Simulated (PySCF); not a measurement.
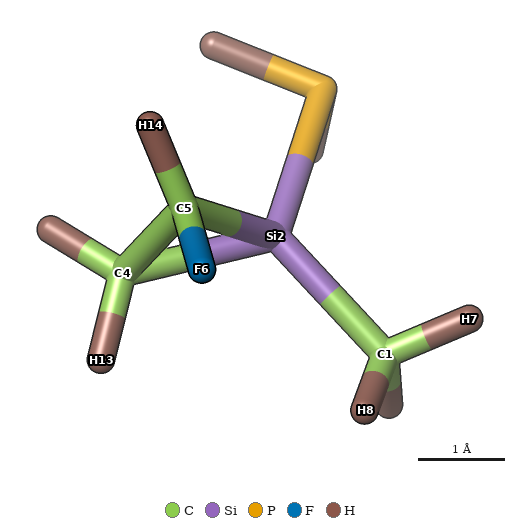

**Figure 1.** The input geometry (stick view, seen at a tilt; atoms are numbered from 1 in the order of the input). Bond lengths as drawn: C–C 1.53 Å, C–F 1.37 Å, C–H 1.08 to 1.09 Å, C–Si 1.90 to 1.91 Å, H–P 1.39 Å and P–Si 2.24 Å.

## C3H8FPSi: NMR shielding calculation

The run: NMR shielding calculation of C3H8FPSi, SMILES C[Si@@]1(P)C[C@H]1F. Method and program: GIAO B97-2/pcSseg-1 NMR shielding, non-relativistic, gas phase (PySCF 2.14.0).

The geometry comes from this level: GFN2-xTB. It belongs to a series of runs on one base structure; here: B97-2/pcSseg-1; grid level 4; damp 0.2. Figures and captions count atoms from 1; the log counts them from 0 in places.

The program's output:
```
damping 0.20 in the first 6 cycles
final grid: 298320 points
cycle   1  E = -849.6302471381  dE =  4.831e-01  |g| = 5.693e-01  |ddm| = 3.339e+00
cycle   2  E = -849.6506994011  dE = -2.045e-02  |g| = 5.069e-01  |ddm| = 9.157e-01
cycle   3  E = -849.6611163428  dE = -1.042e-02  |g| = 4.630e-01  |ddm| = 7.802e-01
cycle   4  E = -849.6658069043  dE = -4.691e-03  |g| = 4.356e-01  |ddm| = 7.141e-01
cycle   5  E = -849.6708010272  dE = -4.994e-03  |g| = 4.137e-01  |ddm| = 6.712e-01
cycle   6  E = -849.6356475998  dE =  3.515e-02  |g| = 6.156e-01  |ddm| = 8.212e-01
cycle   7  E = -849.5791825363  dE =  5.647e-02  |g| = 8.774e-01  |ddm| = 1.100e+00
cycle   8  E = -849.6989746002  dE = -1.198e-01  |g| = 2.649e-02  |ddm| = 5.622e-01
cycle   9  E = -849.6990819311  dE = -1.073e-04  |g| = 1.810e-02  |ddm| = 5.374e-02
cycle  10  E = -849.6991684196  dE = -8.649e-05  |g| = 2.382e-03  |ddm| = 2.039e-02
cycle  11  E = -849.6991692954  dE = -8.758e-07  |g| = 1.153e-03  |ddm| = 2.870e-03
cycle  12  E = -849.6991696582  dE = -3.628e-07  |g| = 1.118e-04  |ddm| = 1.285e-03
cycle  13  E = -849.6991696615  dE = -3.308e-09  |g| = 2.325e-05  |ddm| = 1.574e-04
cycle  14  E = -849.6991696617  dE = -1.298e-10  |g| = 8.564e-06  |ddm| = 4.139e-05
converged SCF energy = -849.6991696617

GIAO shielding tensors (ppm)
atom      isotropic    diamagn.    paramagn.     s11        s22        s33       span
  0 C      192.184     252.569     -60.385    181.843    190.988    203.722     21.878
  1 Si     440.322     882.128    -441.806    306.306    353.895    660.765    354.459
  2 P      613.804     967.539    -353.735    540.280    604.472    696.660    156.380
  3 C      171.015     257.925     -86.909    149.071    166.484    197.490     48.419
  4 C      105.205     250.527    -145.323     42.296     81.561    191.756    149.460
  5 F      420.413     473.277     -52.863    377.473    412.384    471.384     93.911
  6 H       31.270      29.820       1.450     26.282     28.733     38.795     12.513
  7 H       31.534      30.873       0.661     25.548     29.410     39.645     14.097
  8 H       31.173      30.220       0.953     26.508     28.593     38.417     11.909
  9 H       31.165      30.964       0.201     25.299     28.738     39.457     14.158
 10 H       30.590      30.421       0.169     25.180     28.105     38.485     13.304
 11 H       30.769      32.003      -1.234     26.275     27.359     38.675     12.400
 12 H       30.740      32.138      -1.398     26.545     28.006     37.669     11.123
 13 H       26.605      31.307      -4.703     22.305     27.308     30.201      7.896
```

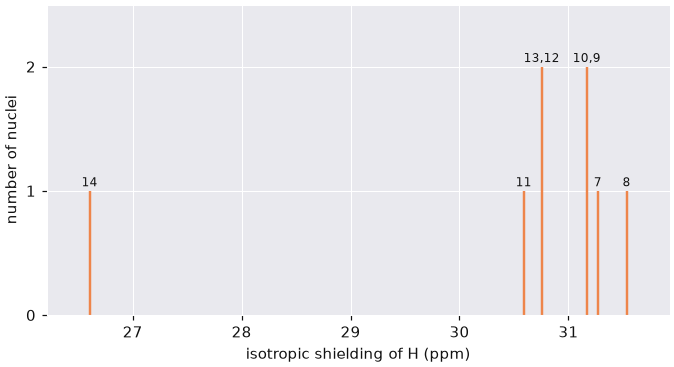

**Figure 2.** Isotropic shieldings of the hydrogen nuclei in this fixed geometry, labelled by atom number; shielding grows to the right, so chemical shift grows to the left. The least shielded is H14 (26.6 ppm), the most shielded H8 (31.5 ppm).

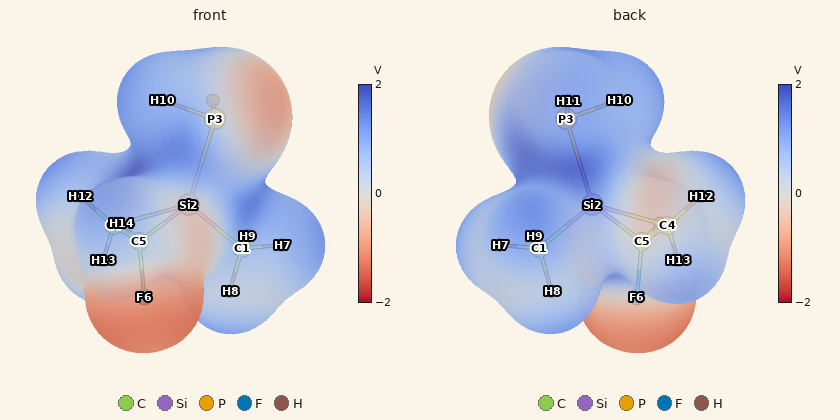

**Figure 3.** The electrostatic potential painted on the density surface at 0.004 e/bohr³, seen at a tilt and from behind; red is negative and blue positive. A positive charge is drawn to the negative regions and a negative charge to the positive ones.

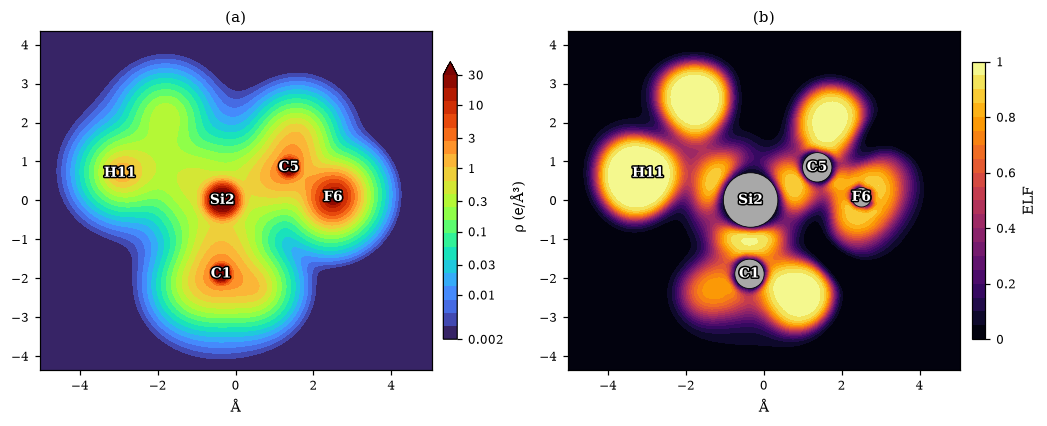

**Figure 4.** (a) total electron density; (b) ELF on the plane of atoms C1, Si2 and C5. Grey discs, where drawn, cover atomic cores. Atoms in the plane: C, Si, F and H.

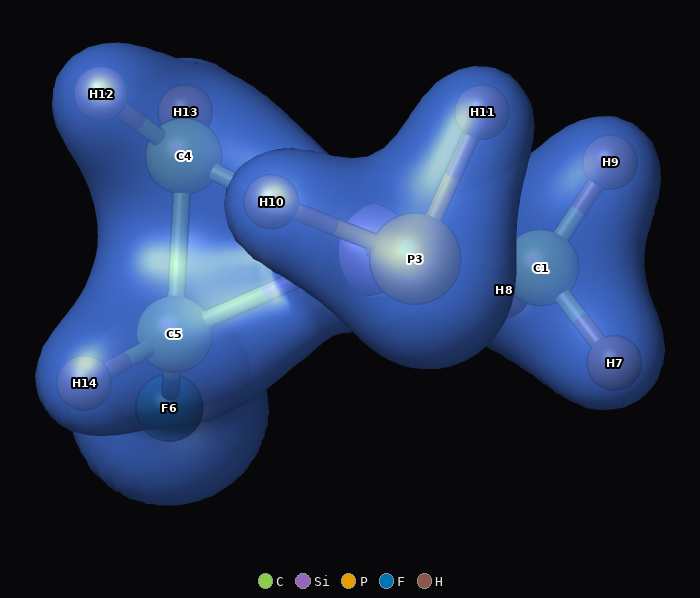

**Figure 5.** Isosurface of the electron density at 0.5 e/Å³ (blue), seen from the side. At this value the surface is in one piece. On the grid the lowest density along these lines, outside the cores, is 1.6 e/Å³ (C–F, 1.37 Å), 1.6 e/Å³ (C–C, 1.53 Å), 0.78 e/Å³ (C–Si, 1.90 Å) and 0.66 e/Å³ (Si–P, 2.24 Å).

The run was set up as follows.

The input:
```
{"job": {"kind": "nmr", "xc": "B97-2", "basis": "pcSseg-1", "pop": false, "grid": 4, "scf": {"damp": 0.2}}, "charge": 0, "multiplicity": 1}
C     -1.432939    -1.387008    -0.066213
Si     0.103345    -0.296705     0.159689
P      1.865722    -1.281206     1.132816
C      0.258689     1.241820    -0.944473
C     -0.191580     1.557708     0.488296
F     -1.475149     2.038250     0.585140
H     -1.649545    -1.931977     0.847676
H     -2.294477    -0.775056    -0.309395
H     -1.291179    -2.111624    -0.862125
H      2.765730    -0.294071     0.766009
H      2.169179    -2.050866     0.022065
H      1.214775     1.657282    -1.232020
H     -0.496979     1.436364    -1.692949
H      0.453732     2.196617     1.083318
```

The first line tells a small driver script what to run in PySCF; the rest is the geometry in Å.

Launched with:
```bash
OMP_NUM_THREADS=1 python <driver script> task.json out
```

Summary:

```csv
quantity,value
outcome,converged
total energy,−849.699170 hartree
HOMO,−6.44 eV
LUMO,0.23 eV
dipole moment,2.02 D
"isotropic shielding, C",105.2 to 192.2 ppm
"isotropic shielding, Si",440.3 ppm
"isotropic shielding, P",613.8 ppm
"isotropic shielding, F",420.4 ppm
"isotropic shielding, H",26.6 to 31.5 ppm
hardware,"1 CPU thread, shared host"
wall time,40 s
peak memory,0.81 GiB
```

Settings chosen away from the usual ones: B97-2/pcSseg-1; grid level 4; damp 0.2.
